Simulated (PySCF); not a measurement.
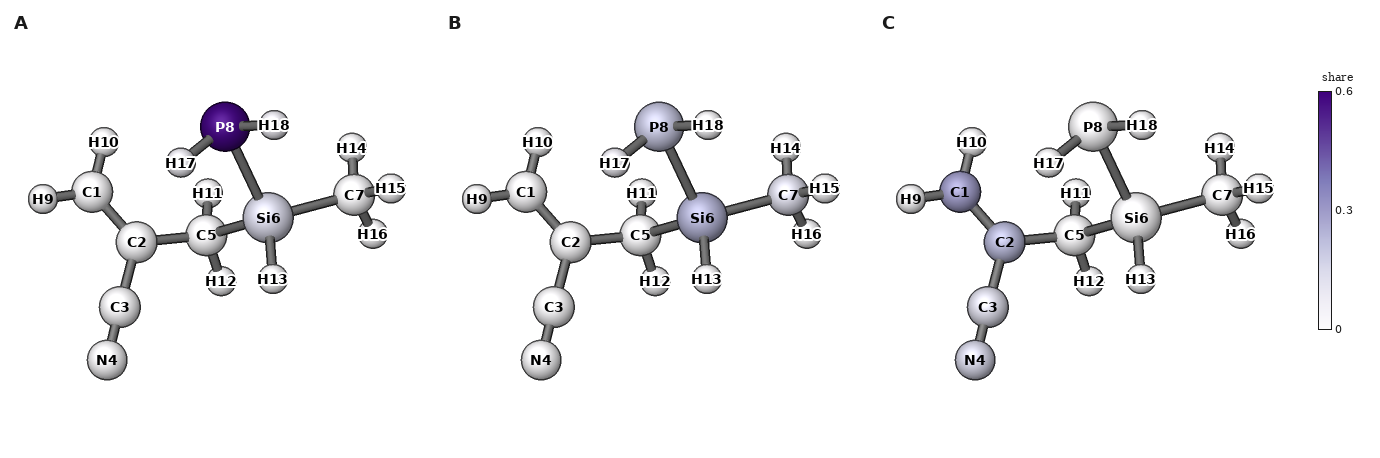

Each panel colours the atoms by their Löwdin share in one orbital (up to four of the largest shares; other atoms are shown as zero). Computed geometry: GFN2-xTB optimisation. No frequency run is at hand to confirm it as a minimum. Computed with ωB97X-D/def2-SVPD (PySCF 2.14.0).

**The panels show the HOMO, LUMO, LUMO+1, in some order. Which is which?**

A: HOMO, −9.41 eV; P8 0.59, Si6 0.14, H18 0.06, H17 0.06
B: LUMO+1, 1.76 eV; Si6 0.24, P8 0.20, C7 0.12, H17 0.06
C: LUMO, 0.26 eV; C1 0.29, C2 0.23, N4 0.15, C3 0.12

The geometry is semi-empirical. Around P, Si such bond lengths and angles can be off by a tenth of an ångström or more and by several degrees, and values that hang on the shape move with them.
